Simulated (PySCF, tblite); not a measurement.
**C4H2F3O−: dynamics, then NMR shifts on frames**

Aim: move C4H2F3O− (`C=C([O-])C(F)=C(F)F`) away from its starting geometry and see how NMR shifts follow the geometry.

Computed with tblite 0.8.0 and PySCF 2.14.0, with density-fitted response routines of our own, on a single molecule in the gas phase. Atoms are numbered from 0 throughout.

## (1) Starting geometry

10 atoms, charge -1, multiplicity 1; geometry from: GFN2-xTB.

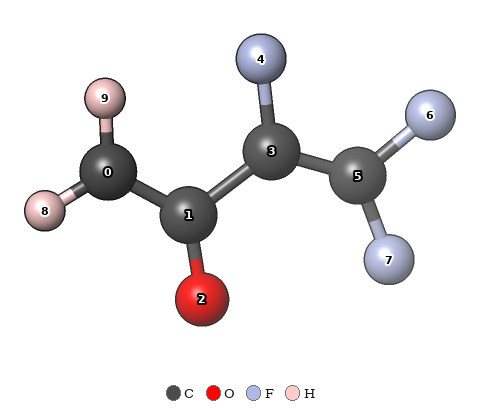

As it starts; carbon dark grey, oxygen red, fluorine light blue, hydrogen pink, atoms numbered; sticks join atoms by distance.

## (2) A short Langevin run with GFN2-xTB

The job: settings as JSON, then the geometry in Å.

```
{"job": {"kind": "md", "xc": "GFN2-xTB", "basis": "xTB", "temperature": 300, "steps": 2000, "every": 50, "frames": 5}, "charge": -1, "multiplicity": 1}
C     -1.883411     0.035111    -0.006413
C     -0.661159    -0.308431    -0.507440
O     -0.386113    -0.972546    -1.540454
C      0.505539     0.189613     0.309689
F      0.268743     0.917534     1.445737
C      1.796730    -0.002853     0.047168
F      2.813873     0.470024     0.821818
F      2.333558    -0.664087    -0.974599
H     -2.782813    -0.271021    -0.512718
H     -1.996066     0.611311     0.894684
```

Method: GFN2-xTB Langevin dynamics, gas phase.

Run with:

```sh
$ OMP_NUM_THREADS=1 python probes_run.py task.json out
```

One launch serves the whole session: the jobs run in the order shown.

Standard output:

```text
t/fs     T/K      E/eV
    0.0   254.2   -762.12465
   25.0   134.9   -761.90567
   50.0   251.2   -761.92528
   75.0   250.7   -761.94549
  100.0   188.1   -761.84966
  125.0   283.6   -761.97216
  150.0   158.5   -761.71849
  175.0   300.8   -761.90005
  200.0   204.8   -761.78175
  225.0   357.8   -761.93712
  250.0   263.5   -761.99321
  275.0   332.4   -761.92988
  300.0   278.0   -761.88346
  325.0   238.1   -761.68666
  350.0   358.7   -761.85549
  375.0   156.5   -761.80555
  400.0   194.3   -761.87952
  425.0   309.0   -761.90408
  450.0   219.1   -761.87839
  475.0   211.5   -761.96973
  500.0   143.8   -761.88738
  525.0   206.2   -761.87147
  550.0   226.4   -761.87205
  575.0   313.1   -761.81181
  600.0   201.0   -761.66757
  625.0   362.9   -761.79016
  650.0   237.5   -761.62816
  675.0   382.2   -761.88970
  700.0   455.0   -761.87888
  725.0   281.3   -761.76244
  750.0   263.1   -761.68551
  775.0   219.4   -761.56868
  800.0   374.0   -761.75375
  825.0   368.9   -761.83331
  850.0   348.3   -761.77210
  875.0   268.9   -761.65969
  900.0   293.3   -761.78763
  925.0   355.4   -761.88111
  950.0   267.9   -761.80164
  975.0   278.5   -761.81522
 1000.0   402.3   -761.81919
```

It took 14 s on 1 thread of Arm Neoverse N1, shared host.

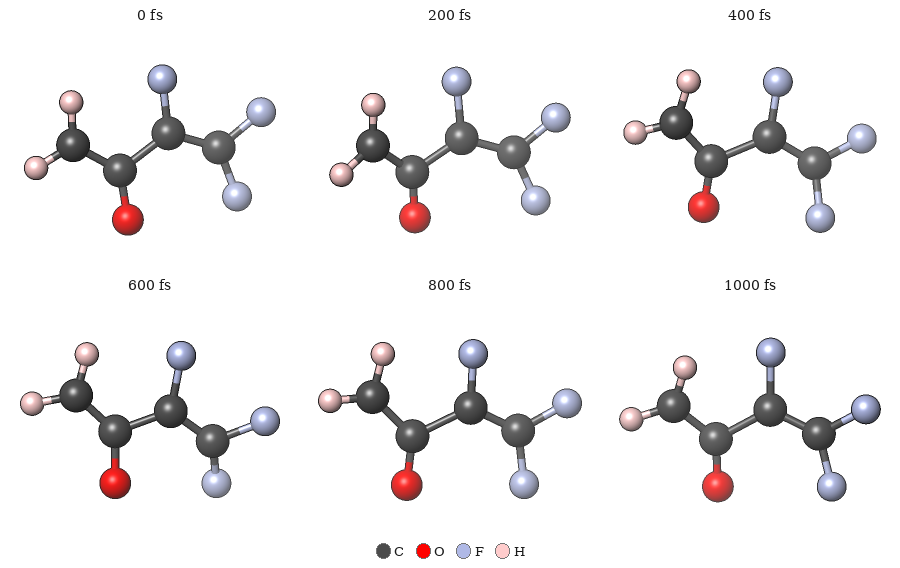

Frames of the run.

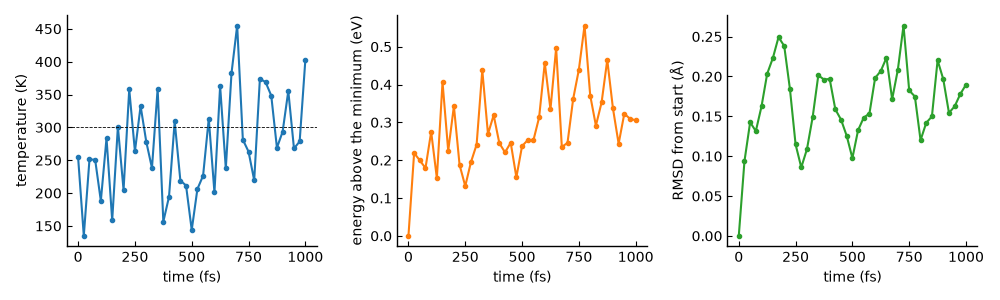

Temperature, potential energy and distance from the start.

Positions (Å) and forces (eV/Å) at 1000 fs:

```xyz
10

C    -2.473    0.778    0.328   -0.263   -0.428   -0.824
C    -1.369    0.291   -0.299    0.496   -0.226   -0.479
O    -1.187   -0.165   -1.467    0.077    0.349    1.196
C    -0.162    0.311    0.689    0.053    0.307    0.638
F    -0.264    0.997    1.976    0.348   -1.005   -2.020
C     0.996   -0.339    0.515    0.207   -0.450    0.536
F     2.002   -0.448    1.460   -0.520    0.295   -0.323
F     1.353   -1.193   -0.462   -0.384    0.597    0.179
H    -3.480    0.727   -0.092    0.560    0.131    0.177
H    -2.304    1.120    1.304   -0.576    0.431    0.919
```

## (3) Nuclear shieldings: 250 fs, PBE0/pcSseg-1

The job: settings as JSON, then the geometry in Å.

```
{"job": {"kind": "nmr", "xc": "PBE0", "basis": "pcSseg-1", "pop": false}, "charge": -1, "multiplicity": 1}
C     -1.853700     0.039700     0.157700
C     -0.694800    -0.274000    -0.468100
O     -0.527600    -0.947800    -1.516900
C      0.568100     0.245400     0.229600
F      0.453300     1.027100     1.301600
C      1.806600    -0.052500    -0.098300
F      2.891700     0.156600     0.712900
F      2.171500    -0.736000    -1.179000
H     -2.798700    -0.333900    -0.234300
H     -1.925600     0.681500     1.067600
```

Level: GIAO PBE0/pcSseg-1 NMR shielding, non-relativistic, gas phase.

Standard output:

```text
coarse grid: 9928 points
cycle   1  E = -527.4312537488  dE =  1.356e+00  |g| = 1.124e+00  |ddm| = 3.075e+00
cycle   2  E = -524.8778004224  dE =  2.553e+00  |g| = 2.937e+00  |ddm| = 3.808e+00
cycle   3  E = -527.5670144155  dE = -2.689e+00  |g| = 7.187e-01  |ddm| = 3.605e+00
cycle   4  E = -527.6663222323  dE = -9.931e-02  |g| = 2.219e-01  |ddm| = 7.307e-01
cycle   5  E = -527.6744751581  dE = -8.153e-03  |g| = 1.507e-01  |ddm| = 3.422e-01
cycle   6  E = -527.6796221959  dE = -5.147e-03  |g| = 3.099e-02  |ddm| = 1.883e-01
cycle   7  E = -527.6797885932  dE = -1.664e-04  |g| = 1.437e-02  |ddm| = 3.560e-02
cycle   8  E = -527.6798340765  dE = -4.548e-05  |g| = 2.548e-03  |ddm| = 1.437e-02
cycle   9  E = -527.6798352716  dE = -1.195e-06  |g| = 1.340e-03  |ddm| = 3.269e-03
final grid: 101600 points
cycle  10  E = -527.7576863887  dE = -2.629e-05  |g| = 1.116e-02  |ddm| = 2.519e-02
cycle  11  E = -527.7576256751  dE =  6.071e-05  |g| = 2.103e-02  |ddm| = 2.789e-02
cycle  12  E = -527.7577088198  dE = -8.314e-05  |g| = 2.378e-03  |ddm| = 2.169e-02
cycle  13  E = -527.7577100327  dE = -1.213e-06  |g| = 3.542e-04  |ddm| = 2.521e-03
cycle  14  E = -527.7577100492  dE = -1.645e-08  |g| = 1.441e-04  |ddm| = 3.682e-04
cycle  15  E = -527.7577100533  dE = -4.136e-09  |g| = 3.841e-05  |ddm| = 1.439e-04
cycle  16  E = -527.7577100536  dE = -3.113e-10  |g| = 1.097e-05  |ddm| = 4.330e-05
converged SCF energy = -527.7577100536

GIAO shielding tensors (ppm)
atom      isotropic    diamagn.    paramagn.     s11        s22        s33       span
  0 C      127.429     255.791    -128.362     54.284    156.115    171.889    117.605
  1 C       24.465     242.062    -217.597    -82.462     68.794     87.063    169.526
  2 O       60.657     403.263    -342.606   -131.165    -35.424    348.561    479.727
  3 C       45.737     254.572    -208.836      7.782     40.699     88.729     80.946
  4 F      363.956     475.414    -111.458    306.743    384.375    400.750     94.007
  5 C       17.114     250.032    -232.919    -31.278     30.191     52.428     83.707
  6 F      295.128     472.808    -177.680    244.138    314.620    326.626     82.488
  7 F      301.267     474.097    -172.830    249.785    301.559    352.456    102.670
  8 H       28.876      31.222      -2.346     26.292     26.805     33.531      7.238
  9 H       28.151      31.829      -3.678     25.241     26.427     32.785      7.545
```

It took 22 s on 1 thread of Arm Neoverse N1, shared host; peak memory 0.69 GiB.

Shifts follow as δ = σ(reference) − σ, with reference shieldings (ppm) from runs at the same level and on the same kind of geometry: 1H TMS 31.72, 13C TMS 186.9, 19F CFCl3 170.9, 17O H2O 336.1. The references are single molecules in the gas phase, so shifts against H2O, NH3, PH3, H3PO4 or CFCl3 are not on the usual liquid scales and can be off by tens of ppm. Each atom is listed at this fixed geometry, with no averaging over motion; a spectrum would average atoms that exchange fast.

| atoms | environment | σ (ppm) | δ (ppm) |
| --- | --- | --- | --- |
| C5 | fully substituted alkene carbon | 17.1 | 169.8 |
| C1 | fully substituted alkene carbon | 24.5 | 162.5 |
| C3 | fully substituted alkene carbon | 45.7 | 141.2 |
| C0 | terminal =CH2 carbon | 127.4 | 59.5 |
| H9 | hydrogen on a terminal =CH2 carbon | 28.15 | 3.57 |
| H8 | hydrogen on a terminal =CH2 carbon | 28.88 | 2.84 |
| O2 | oxygen bonded to C | 60.7 | 275.4 |
| F6 | vinylic fluorine | 295.1 | -124.2 |
| F7 | vinylic fluorine | 301.3 | -130.3 |
| F4 | vinylic fluorine | 364.0 | -193.0 |

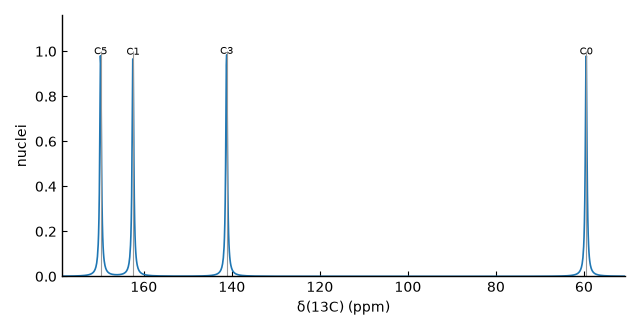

13C lines at the computed shifts, without couplings. Lines are broadened to a width of 0.44 ppm (Lorentzian).

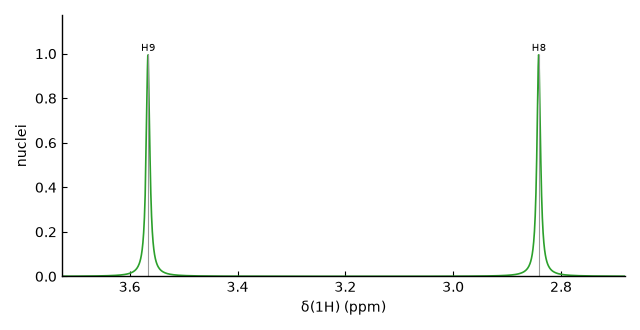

1H lines at the computed shifts, without couplings. Lines are broadened to a width of 0.01 ppm (Lorentzian).

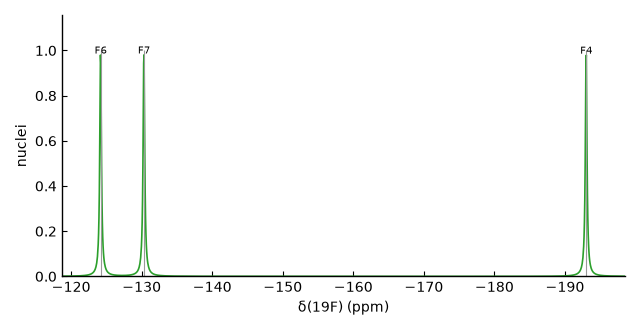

19F lines at the computed shifts, without couplings. Lines are broadened to a width of 0.28 ppm (Lorentzian).

## (4) NMR shieldings: 425 fs, PBE0/pcSseg-1

The job: settings as JSON, then the geometry in Å.

```
{"job": {"kind": "nmr", "xc": "PBE0", "basis": "pcSseg-1", "pop": false}, "charge": -1, "multiplicity": 1}
C     -1.812700     0.064900     0.478100
C     -0.809600    -0.245800    -0.333300
O     -0.873200    -0.704800    -1.508200
C      0.570100    -0.125000     0.224600
F      0.730900     0.668000     1.398700
C      1.734700    -0.438500    -0.305100
F      2.916700    -0.157900     0.259600
F      1.886500    -1.350500    -1.257800
H     -2.826700    -0.161800     0.193800
H     -1.671900     0.503000     1.410000
```

Method: GIAO PBE0/pcSseg-1 NMR shielding, non-relativistic, gas phase.

Standard output:

```text
coarse grid: 9928 points
cycle   1  E = -527.4150750503  dE =  1.403e+00  |g| = 1.144e+00  |ddm| = 3.093e+00
cycle   2  E = -524.7756587895  dE =  2.639e+00  |g| = 3.023e+00  |ddm| = 3.941e+00
cycle   3  E = -527.5635122301  dE = -2.788e+00  |g| = 7.156e-01  |ddm| = 3.689e+00
cycle   4  E = -527.6613899348  dE = -9.788e-02  |g| = 2.220e-01  |ddm| = 8.170e-01
cycle   5  E = -527.6694333117  dE = -8.043e-03  |g| = 1.493e-01  |ddm| = 3.658e-01
cycle   6  E = -527.6744249958  dE = -4.992e-03  |g| = 3.024e-02  |ddm| = 1.939e-01
cycle   7  E = -527.6745777044  dE = -1.527e-04  |g| = 1.402e-02  |ddm| = 3.421e-02
cycle   8  E = -527.6746211886  dE = -4.348e-05  |g| = 2.768e-03  |ddm| = 1.522e-02
cycle   9  E = -527.6746226546  dE = -1.466e-06  |g| = 1.367e-03  |ddm| = 3.400e-03
final grid: 101600 points
cycle  10  E = -527.7518985450  dE = -2.777e-05  |g| = 1.141e-02  |ddm| = 2.965e-02
cycle  11  E = -527.7518340347  dE =  6.451e-05  |g| = 2.161e-02  |ddm| = 3.131e-02
cycle  12  E = -527.7519221363  dE = -8.810e-05  |g| = 2.475e-03  |ddm| = 2.424e-02
cycle  13  E = -527.7519234780  dE = -1.342e-06  |g| = 4.658e-04  |ddm| = 2.903e-03
cycle  14  E = -527.7519235081  dE = -3.007e-08  |g| = 1.594e-04  |ddm| = 4.697e-04
cycle  15  E = -527.7519235130  dE = -4.850e-09  |g| = 4.073e-05  |ddm| = 1.515e-04
cycle  16  E = -527.7519235133  dE = -3.107e-10  |g| = 1.145e-05  |ddm| = 4.219e-05
converged SCF energy = -527.7519235133

GIAO shielding tensors (ppm)
atom      isotropic    diamagn.    paramagn.     s11        s22        s33       span
  0 C      128.985     256.374    -127.389     52.088    160.603    174.262    122.174
  1 C       26.371     240.218    -213.847    -82.292     67.066     94.338    176.631
  2 O       57.833     403.299    -345.466   -132.939    -40.478    346.916    479.855
  3 C       35.915     255.579    -219.665     -0.898     26.062     82.579     83.477
  4 F      339.628     476.563    -136.935    311.260    333.982    373.641     62.381
  5 C       19.369     249.681    -230.312    -30.631     33.104     55.633     86.264
  6 F      297.795     471.907    -174.112    262.500    304.386    326.498     63.998
  7 F      301.678     473.325    -171.648    260.267    296.046    348.720     88.454
  8 H       29.089      31.691      -2.602     26.318     27.199     33.748      7.430
  9 H       29.497      34.299      -4.802     26.760     27.753     33.979      7.219
```

It took 24 s on 1 thread of Arm Neoverse N1, shared host; peak memory 0.71 GiB.

In short: δ C5 167.6, C1 160.6, C3 151.0, C0 57.9, H8 2.63, H9 2.22 ppm.

(Part 1 of 2 ends here.)
